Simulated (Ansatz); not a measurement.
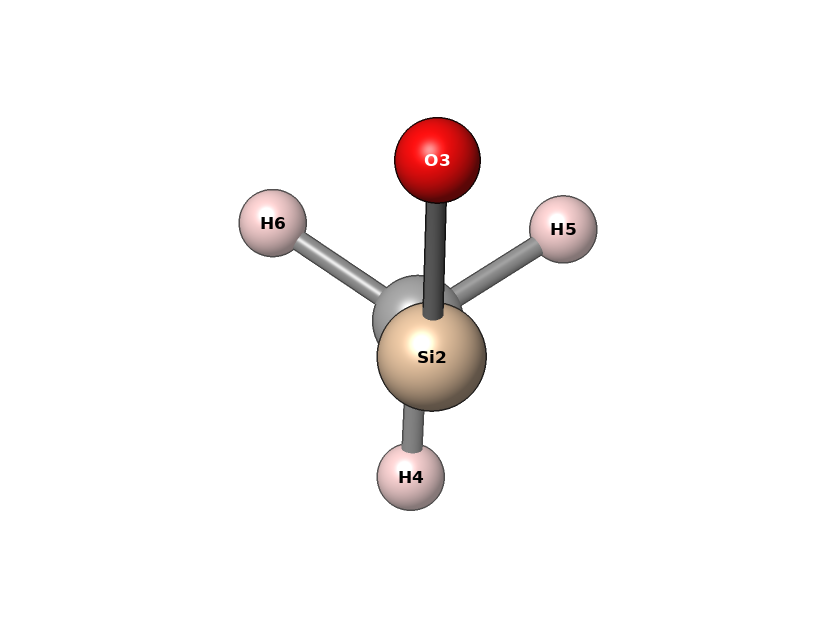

C1 lies behind Si2. The molecule seen nearly along the Si2–C1 bond, Si2 in front. Depth is shown by fading: the farther an atom, the more it takes the colour of the background. The species is neutral and a spin doublet. Computed geometry: PBE0-D4/def2-TZVP optimisation. No frequency run is at hand to confirm it as a minimum.

**What is the torsion angle O3–Si2–C1–H4? The sign is positive where the front bond must turn clockwise to cover the back bond.**

−179°, antiperiplanar (anti).
